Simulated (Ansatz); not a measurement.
# H6OSi2: molecular dynamics

The plan is to follow the molecule's vibrations and see whether its bonds hold. The start is relaxed first. Runs: 300 steps of 0.25 fs under a Langevin thermostat at 1000 K. SMILES of the start: [SiH3]O[SiH3].

Program: Ansatz 0.2.0. Level of theory: RKS PBE-D4/def2-SVP. These are calculated values, not measurements.

## 1. The system as given

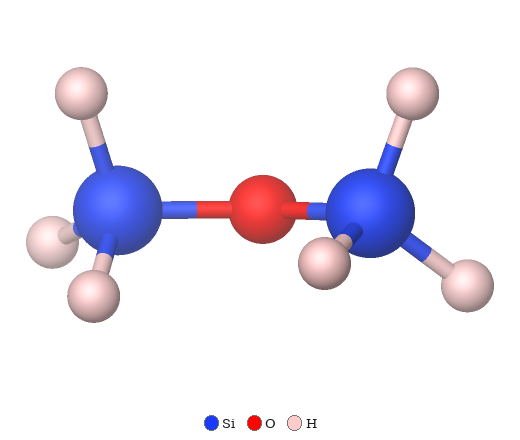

The starting structure, seen from a chosen angle (silicon blue, oxygen red, hydrogen pink).

As a file:

```xyz
9

Si    0.0000    0.0000    0.0000
O     0.0000    0.0000    1.6800
Si   -1.3147   -0.4067    2.6436
H    -2.2390   -1.2403    1.8804
H    -0.8506   -1.1432    3.8157
H    -1.9987    0.8095    3.0733
H     1.3768    0.0000   -0.4862
H    -0.6877    1.1914   -0.4862
H    -0.6877   -1.1914   -0.4862
```

## 2. Preparing the start

File input.yaml:

```yaml
crystal:
  periodic: [false, false, false]
  atoms:
    - { symbol: Si, position_ang: [0.0, 0.0, 0.0] }
    - { symbol: O, position_ang: [0.0, 0.0, 1.68] }
    - { symbol: Si, position_ang: [-1.3147, -0.4067, 2.6436] }
    - { symbol: H, position_ang: [-2.239, -1.2403, 1.8804] }
    - { symbol: H, position_ang: [-0.8506, -1.1432, 3.8157] }
    - { symbol: H, position_ang: [-1.9987, 0.8095, 3.0733] }
    - { symbol: H, position_ang: [1.3768, 0.0, -0.4862] }
    - { symbol: H, position_ang: [-0.6877, 1.1914, -0.4862] }
    - { symbol: H, position_ang: [-0.6877, -1.1914, -0.4862] }
basis:
  gaussian: { orbitals: def2-SVP }
hamiltonian:
  xc: pbe
  dispersion: d4
relax:
  f_tol: 0.02
  max_steps: 40
output:
  orbitals: {}
```

Launch:

```sh
> ansatz run input.yaml --threads 1 --pin off --max-ram 2048MiB --backend cpu --events-out ev --progress --plain --runs-dir out
```

The log of the run, cut to the lines that bear on the results:

```text
Warning: RAYON_NUM_THREADS=1 ignored (pool sized by the plan → 1); use --threads N
[...]
Functional definition: PBE
[...]
883 factors; their error is unknown
[...]
mean field -17883.90399060 eV, -657.2213495089 hartree, gradient 2.4e-5 eV, S^2 0.000000; 0 other end points of the search recorded, 0 dependent functions left out
[...]
reference -17883.90402730 eV, -657.2213508577 hartree; 21, 21 occupied and 59, 59 virtual orbitals, 883 factors
relax step   1: F+E_penalty+E_count = -17884.06886086 eV  Δ(F+E_penalty+E_count) = +0.000e0 eV  max|allowed force component| = 7.415e-1 eV/Å  Δτ_max = 0.0000 Å  (22 SCF iters, accepted)
[...]
relax step   4: F+E_penalty+E_count = -17884.22617482 eV  Δ(F+E_penalty+E_count) = -2.104e-2 eV  max|allowed force component| = 2.639e-1 eV/Å  Δτ_max = 0.2000 Å  (24 SCF iters, accepted)
[...]
relax step   7: F+E_penalty+E_count = -17884.23277045 eV  Δ(F+E_penalty+E_count) = -6.860e-4 eV  max|allowed force component| = 3.552e-3 eV/Å  Δτ_max = 0.0376 Å  (25 SCF iters, accepted)
[...]
relax step  10: F+E_penalty+E_count = -17884.23374777 eV  Δ(F+E_penalty+E_count) = -3.845e-4 eV  max|allowed force component| = 2.291e-2 eV/Å  Δτ_max = 0.0205 Å  (26 SCF iters, accepted)
[...]
relax step  12: F+E_penalty+E_count = -17884.23401447 eV  Δ(F+E_penalty+E_count) = +6.541e-7 eV  max|allowed force component| = 2.436e-2 eV/Å  Δτ_max = 0.0508 Å  (25 SCF iters, rejected (line search))
[...]
relax step  13: F+E_penalty+E_count = -17884.23420973 eV  Δ(F+E_penalty+E_count) = -1.946e-4 eV  max|allowed force component| = 6.817e-3 eV/Å  Δτ_max = 0.0249 Å  (26 SCF iters, accepted)
883 factors; their error is unknown
mean field -17884.07525292 eV, -657.2276432834 hartree, gradient 1.8e-5 eV, S^2 0.000000; 1 other end points of the search recorded, 0 dependent functions left out
[...]
reference -17884.07529068 eV, -657.2276446709 hartree; 21, 21 occupied and 59, 59 virtual orbitals, 883 factors
Total energy: -17884.23424749 eV, -657.2334862259 hartree
Atom 0 at     0.023030     0.014892    -0.091195 Å, force    -0.005733    -0.000565    -0.003231 eV/Å
Atom 1 at    -0.188812    -0.311998     1.536366 Å, force     0.002786    -0.001444    -0.004833 eV/Å
Atom 2 at    -1.368021    -0.468093     2.713411 Å, force    -0.004111    -0.006817    -0.001367 eV/Å
Atom 3 at    -2.365326    -1.529085     2.325335 Å, force     0.005761     0.006215     0.003865 eV/Å
Atom 4 at    -0.692587    -0.859576     3.994932 Å, force    -0.004153     0.003977    -0.004912 eV/Å
Atom 5 at    -2.097849     0.835520     2.905719 Å, force     0.001438    -0.003130     0.001681 eV/Å
Atom 6 at     1.490891    -0.062054    -0.391367 Å, force     0.000103     0.001835     0.002331 eV/Å
Atom 7 at    -0.487838     1.392332    -0.424879 Å, force     0.003144    -0.004145     0.001076 eV/Å
Atom 8 at    -0.715088    -0.992639    -0.933922 Å, force     0.000766     0.004074     0.005390 eV/Å
Dipole moment:    -0.082104     0.014537    -0.037661 e Å
```

Wall time 44 s (1 thread of Arm Neoverse N1, shared host); peak memory 0.14 GiB.

Relaxation path:

```
step  energy from step 1 (eV)  largest force component (eV/Å)
   1                   0.0000                          0.7415
   2                  -0.1151                          0.2035
   3                  -0.1363                          0.2056
   4                  -0.1573                          0.2639
   5                  -0.1583                          0.0866
   6                  -0.1632                          0.0271
   7                  -0.1639                          0.0036
  8x                  -0.1560                          0.2550
   9                  -0.1645                          0.0293
  10                  -0.1649                          0.0229
  11                  -0.1652                          0.0162
 12x                  -0.1652                          0.0244
  13                  -0.1653                          0.0068
```

Step 1 is the start. 2 steps were tried and not accepted (marked x).

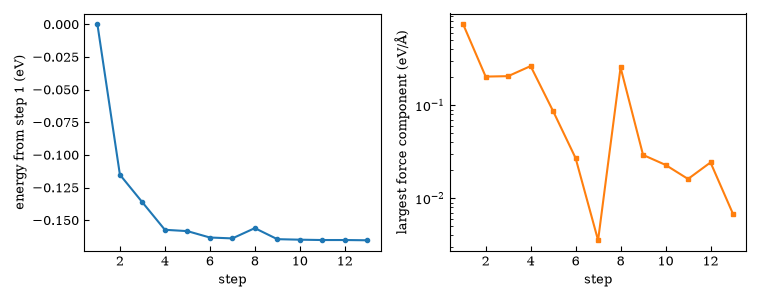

How energy and force went from step to step.

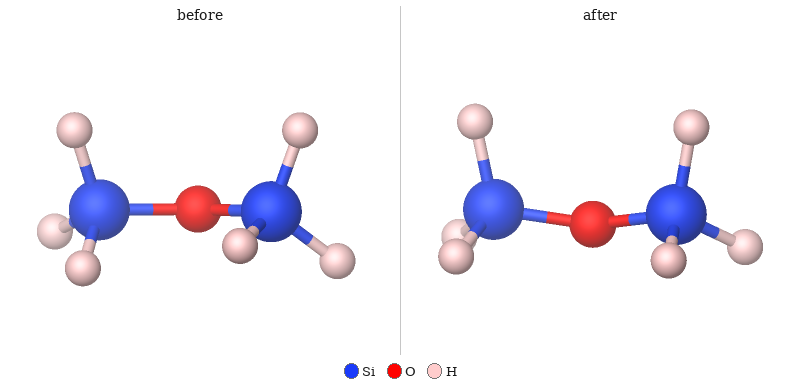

The structure before (left) and after (right), drawn at the same scale.

After: Bond lengths: Si1–O2 1.674 Å, O2–Si3 1.673 Å, Si3–H4 1.507 Å, Si3–H5 1.501 Å, Si3–H6 1.506 Å, Si1–H7 1.500 Å, Si1–H8 1.507 Å, Si1–H9 1.507 Å. Angles: Si1–O2–Si3 142.3°, O2–Si1–H7 108.0°, O2–Si1–H8 110.6°, O2–Si1–H9 110.6°, H7–Si1–H8 109.5°, H7–Si1–H9 109.5°, H8–Si1–H9 108.7°, O2–Si3–H4 110.5°, O2–Si3–H5 107.9°, O2–Si3–H6 110.5°, H4–Si3–H5 109.5°, H4–Si3–H6 108.8°, H5–Si3–H6 109.6°.

## 3. The run

300 steps of 0.25 fs under a Langevin thermostat at 1000 K, from the relaxed start.

File input.yaml:

```yaml
crystal:
  periodic: [false, false, false]
  atoms:
    - { symbol: Si, position_ang: [0.02303, 0.014892, -0.091195] }
    - { symbol: O, position_ang: [-0.188812, -0.311998, 1.536366] }
    - { symbol: Si, position_ang: [-1.368021, -0.468093, 2.713411] }
    - { symbol: H, position_ang: [-2.365326, -1.529085, 2.325335] }
    - { symbol: H, position_ang: [-0.692587, -0.859576, 3.994932] }
    - { symbol: H, position_ang: [-2.097849, 0.83552, 2.905719] }
    - { symbol: H, position_ang: [1.490891, -0.062054, -0.391367] }
    - { symbol: H, position_ang: [-0.487838, 1.392332, -0.424879] }
    - { symbol: H, position_ang: [-0.715088, -0.992639, -0.933922] }
basis:
  gaussian: { orbitals: def2-SVP }
hamiltonian:
  xc: pbe
  dispersion: d4
md:
  timestep: 0.25
  n_steps: 300
  ensemble: nvt_langevin
  temperature: 1000.0
  initial_velocities: maxwell_boltzmann
  seed: 751411
  friction: 0.001
```

Launch:

```sh
> ansatz run input.yaml --threads 1 --pin off --max-ram 2048MiB --backend cpu --events-out ev --progress --plain --runs-dir out
```

The log of the run, cut to the lines that bear on the results:

```text
Warning: RAYON_NUM_THREADS=1 ignored (pool sized by the plan → 1); use --threads N
[...]
Functional definition: PBE
[...]
883 factors; their error is unknown
[...]
mean field -17884.07522770 eV, -657.2276423564 hartree, gradient 2.1e-5 eV, S^2 0.000000; 0 other end points of the search recorded, 0 dependent functions left out
[...]
reference -17884.07526526 eV, -657.2276437368 hartree; 21, 21 occupied and 59, 59 virtual orbitals, 883 factors
md step     0: t =     0.00 fs  T =   888.9 K  F+E_penalty+E_count = -17884.23418450 eV  E_kin = 1.034080 eV  (22 SCF iters)
[...]
md step    22: t =     5.50 fs  T =   455.2 K  F+E_penalty+E_count = -17883.68390952 eV  E_kin = 0.529533 eV  (27 SCF iters)
[...]
md step    44: t =    11.00 fs  T =   362.0 K  F+E_penalty+E_count = -17883.60024476 eV  E_kin = 0.421136 eV  (26 SCF iters)
[...]
md step    66: t =    16.50 fs  T =   628.2 K  F+E_penalty+E_count = -17883.94044036 eV  E_kin = 0.730841 eV  (26 SCF iters)
[...]
md step    88: t =    22.00 fs  T =   603.3 K  F+E_penalty+E_count = -17883.88843034 eV  E_kin = 0.701804 eV  (26 SCF iters)
md step    89: t =    22.25 fs  T =   622.0 K  F+E_penalty+E_count = -17883.91623469 eV  E_kin = 0.723600 eV  (26 SCF iters)
```

## 4. The output, continued: dynamics from the start

The log, continued, cut to the lines that bear on the results:

```text
md step    90: t =    22.50 fs  T =   640.5 K  F+E_penalty+E_count = -17883.94453474 eV  E_kin = 0.745153 eV  (24 SCF iters)
[...]
md step   119: t =    29.75 fs  T =   539.2 K  F+E_penalty+E_count = -17883.80940577 eV  E_kin = 0.627254 eV  (26 SCF iters)
[...]
md step   148: t =    37.00 fs  T =   298.3 K  F+E_penalty+E_count = -17883.54056184 eV  E_kin = 0.346997 eV  (29 SCF iters)
[...]
md step   177: t =    44.25 fs  T =   357.3 K  F+E_penalty+E_count = -17883.64332086 eV  E_kin = 0.415626 eV  (26 SCF iters)
[...]
md step   206: t =    51.50 fs  T =   417.7 K  F+E_penalty+E_count = -17883.67604746 eV  E_kin = 0.485931 eV  (29 SCF iters)
md step   207: t =    51.75 fs  T =   426.1 K  F+E_penalty+E_count = -17883.67232678 eV  E_kin = 0.495657 eV  (28 SCF iters)
```

## 5. The output, continued: dynamics from the start

The log, continued, cut to the lines that bear on the results:

```text
md step   208: t =    52.00 fs  T =   417.4 K  F+E_penalty+E_count = -17883.67163726 eV  E_kin = 0.485574 eV  (28 SCF iters)
[...]
md step   231: t =    57.75 fs  T =   565.5 K  F+E_penalty+E_count = -17883.88429263 eV  E_kin = 0.657866 eV  (26 SCF iters)
[...]
md step   254: t =    63.50 fs  T =   543.0 K  F+E_penalty+E_count = -17883.85190433 eV  E_kin = 0.631666 eV  (26 SCF iters)
[...]
md step   277: t =    69.25 fs  T =   400.1 K  F+E_penalty+E_count = -17883.71663197 eV  E_kin = 0.465447 eV  (27 SCF iters)
[...]
md step   299: t =    74.75 fs  T =   542.5 K  F+E_penalty+E_count = -17883.86047126 eV  E_kin = 0.631134 eV  (26 SCF iters)
[...]
md step   300: t =    75.00 fs  T =   531.0 K  F+E_penalty+E_count = -17883.84551039 eV  E_kin = 0.617710 eV  (23 SCF iters)
Total energy: -17883.84554814 eV, -657.2192017881 hartree
Atom 0 at     0.255795    -0.073579     0.067353 Å, force     0.779756    -0.127815    -0.799511 eV/Å
Atom 1 at    -0.744163    -0.421909     1.266202 Å, force    -0.833093    -0.774125    -0.009230 eV/Å
Atom 2 at    -1.558386    -0.223843     2.632737 Å, force    -1.592493    -0.971858     0.943663 eV/Å
Atom 3 at    -2.473922    -1.463277     2.828599 Å, force     0.304405     0.714041    -0.019965 eV/Å
Atom 4 at    -0.579244    -0.161809     3.681606 Å, force     0.769677     0.006601     1.231950 eV/Å
Atom 5 at    -2.306441     1.045583     2.648576 Å, force    -0.467089     0.428066    -0.049538 eV/Å
Atom 6 at     1.547045    -0.653779     0.453752 Å, force     0.796576    -0.210558    -0.159708 eV/Å
Atom 7 at     0.350468     1.380919     0.036913 Å, force     0.186419     0.913768    -0.484096 eV/Å
Atom 8 at    -0.310599    -0.732029    -1.125757 Å, force     0.055840     0.021879    -0.653565 eV/Å
Dipole moment:     0.028692     0.081402    -0.064679 e Å
```

It took 16 min on 1 thread of Arm Neoverse N1, shared host; peak memory 0.14 GiB.

## 6. Frames and traces

The trajectory, every 16 steps (energies from step 0):

```
time (fs)  T (K)  potential energy change (meV/atom)
      0.0    889                                 0.0
      4.0    489                                55.0
      8.0    548                                48.0
     12.0    259                                81.7
     16.0    630                                32.9
     20.0    469                                53.3
     24.0    760                                16.8
     28.0    527                                49.2
     32.0    570                                40.4
     36.0    289                                79.1
     40.0    472                                53.0
     44.0    355                                65.5
     48.0    591                                37.7
     52.0    417                                62.5
     56.0    598                                40.1
     60.0    435                                55.5
     64.0    533                                41.7
     68.0    405                                59.5
     72.0    514                                43.2
     75.0    531                                43.2
```

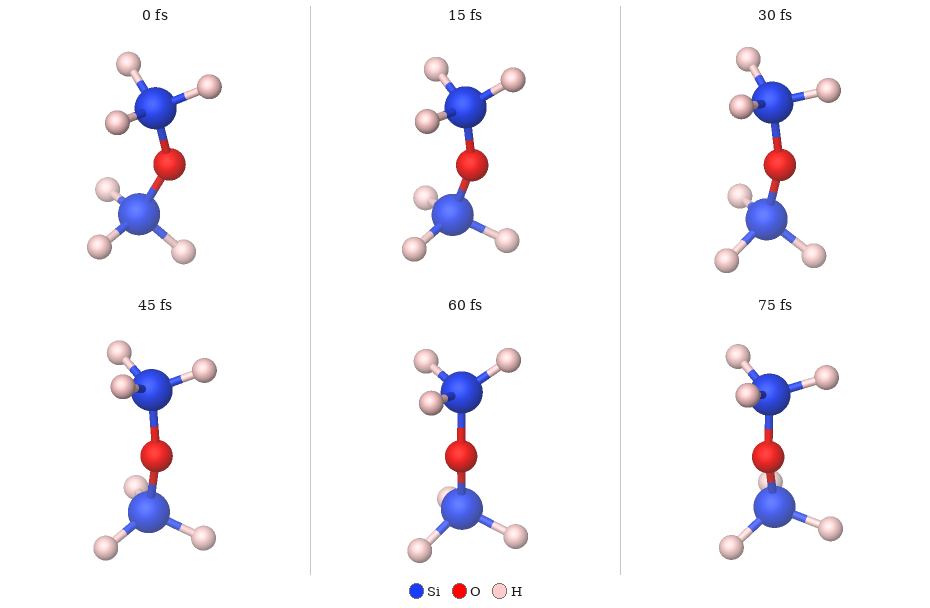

Six frames of the run, seen from a free direction. Sticks join atoms within a bonding distance in each frame.

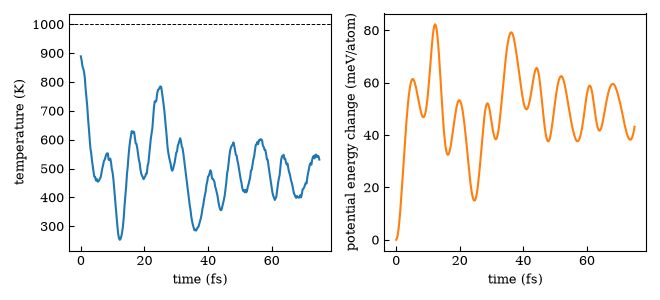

Time series of the run, each on its own scale. The dashed line is the set temperature.

## 7. Frames from the trajectory

Positions (Å) and forces (eV/Å):

```xyz
9
time_fs=9.5 T=521 dE=0.4538
Si    0.060    0.001   -0.067    0.472   -0.423    0.467
O    -0.325   -0.351    1.501    2.219    0.317   -1.294
Si   -1.344   -0.429    2.701   -3.039   -0.804    1.348
H    -2.346   -1.512    2.267    0.074    0.271    0.407
H    -0.872   -0.798    4.064    0.465    0.025    0.097
H    -2.039    0.881    2.726   -0.316    0.397    0.349
H     1.536   -0.092    0.019    0.436   -0.163   -0.593
H    -0.249    1.385   -0.481   -0.371    0.391   -0.173
H    -0.666   -1.059   -0.815    0.061   -0.012   -0.607
9
time_fs=18.8 T=497 dE=0.4403
Si    0.117   -0.021   -0.046    1.493    0.439   -2.643
O    -0.376   -0.372    1.433   -0.302   -0.261    2.000
Si   -1.398   -0.402    2.723   -0.441    0.739    1.885
H    -2.394   -1.457    2.444   -0.377   -0.331    0.019
H    -0.745   -0.751    4.195   -0.408    0.452   -1.728
H    -2.123    0.993    2.799    0.480   -0.857    0.080
H     1.670   -0.232    0.013   -0.900    0.216   -0.320
H    -0.214    1.425   -0.549    0.156   -0.759    0.445
H    -0.541   -1.007   -1.030    0.300    0.364    0.262
9
time_fs=28.0 T=527 dE=0.4428
Si    0.194   -0.044   -0.080   -1.312   -0.532    0.553
O    -0.428   -0.394    1.439   -0.197   -0.024   -0.234
Si   -1.484   -0.369    2.762   -0.297   -1.118   -2.382
H    -2.517   -1.510    2.675    0.342    0.479   -0.024
H    -0.606   -0.556    3.820    1.332   -0.484    2.165
H    -2.125    0.908    2.950   -0.693    1.065   -0.055
H     1.595   -0.305   -0.234    1.447   -0.043    0.367
H    -0.179    1.306   -0.438   -0.077    1.188   -0.160
H    -0.342   -0.866   -1.182   -0.545   -0.530   -0.231
9
time_fs=37.5 T=318 dE=0.6648
Si    0.249   -0.058   -0.124   -1.113    0.077    1.666
O    -0.487   -0.417    1.439   -0.157    0.106   -1.243
Si   -1.558   -0.344    2.780    2.857    0.632    0.581
H    -2.587   -1.433    2.912    0.105   -0.085   -0.252
H    -0.354   -0.471    3.938   -1.769    0.092   -0.914
H    -2.285    1.018    2.951    0.324   -0.599   -0.251
H     1.770   -0.335   -0.163   -0.707    0.102    0.244
H    -0.040    1.456   -0.289    0.262   -0.704   -0.235
H    -0.399   -0.919   -1.224    0.197    0.380    0.404
9
time_fs=47.0 T=564 dE=0.3673
Si    0.267   -0.063   -0.115   -0.791    0.065    2.318
O    -0.550   -0.434    1.376   -0.370    0.190    0.378
Si   -1.565   -0.312    2.791    0.059    0.351   -2.643
H    -2.602   -1.386    2.917    0.026   -0.259   -0.373
H    -0.834   -0.421    4.022    0.973    0.069    0.964
H    -2.368    0.978    2.743    0.291   -0.089    0.006
H     1.738   -0.357    0.078   -0.193   -0.264   -0.204
H     0.225    1.437   -0.301   -0.180   -0.115   -0.270
H    -0.430   -0.849   -1.183    0.184    0.052   -0.176
9
time_fs=56.2 T=598 dE=0.3521
Si    0.256   -0.064   -0.040   -0.431   -0.354   -0.142
O    -0.639   -0.432    1.328    0.179    0.281    0.719
Si   -1.550   -0.277    2.750   -0.473   -0.952   -0.114
H    -2.549   -1.456    2.660    0.465    0.471    0.202
H    -0.964   -0.312    4.238    0.075    0.038   -1.425
H    -2.325    0.975    2.586   -0.135    0.435    0.160
H     1.637   -0.538    0.167    0.485   -0.216    0.079
H     0.350    1.367   -0.452   -0.164    0.379    0.283
H    -0.346   -0.748   -1.249    0.000   -0.082    0.239
9
time_fs=65.5 T=487 dE=0.4362
Si    0.241   -0.067    0.034    1.460   -0.034   -1.491
O    -0.715   -0.416    1.309    1.101   -0.057   -0.981
Si   -1.543   -0.257    2.679   -0.924    1.610    1.672
H    -2.379   -1.444    2.550   -0.803   -0.550    0.569
H    -0.777   -0.172    4.045   -0.244   -0.212   -0.912
H    -2.276    1.109    2.510    0.100   -0.744    0.373
H     1.624   -0.722    0.319   -0.580    0.560   -0.144
H     0.362    1.432   -0.369   -0.057   -0.649    0.544
H    -0.274   -0.737   -1.236   -0.052    0.074    0.369
9
time_fs=75.0 T=531 dE=0.3887
Si    0.256   -0.074    0.067    0.780   -0.128   -0.799
O    -0.744   -0.422    1.266   -0.833   -0.774   -0.009
Si   -1.558   -0.224    2.633   -1.593   -0.972    0.944
H    -2.474   -1.463    2.829    0.304    0.714   -0.020
H    -0.579   -0.162    3.682    0.770    0.007    1.232
H    -2.306    1.046    2.649   -0.467    0.428   -0.050
H     1.547   -0.654    0.454    0.797   -0.211   -0.160
H     0.350    1.381    0.037    0.186    0.914   -0.484
H    -0.311   -0.732   -1.126    0.056    0.022   -0.654
```

## 8. Results

```
                        quantity                          value
         relaxation of the start       10 moves, 0.165 eV lower
                          length           300 steps of 0.25 fs
temperature, first and last step                  889 and 531 K
        temperature, second half  mean 476 K, from 318 to 602 K
   potential energy, second half    +51 meV/atom from the start
          bonds formed or broken                              0
```

**Reading.** Against a set 1000 K the second half averages 476 K with a spread of 68 K; 51 meV/atom has gone into potential energy, and a thermostat that acts over some 1000 fs has not made it up in 75 fs. The bonds all hold. Averages from a run of 75 fs with 9 atoms are rough. The nuclei move classically, without zero-point motion, which matters most for hydrogen.
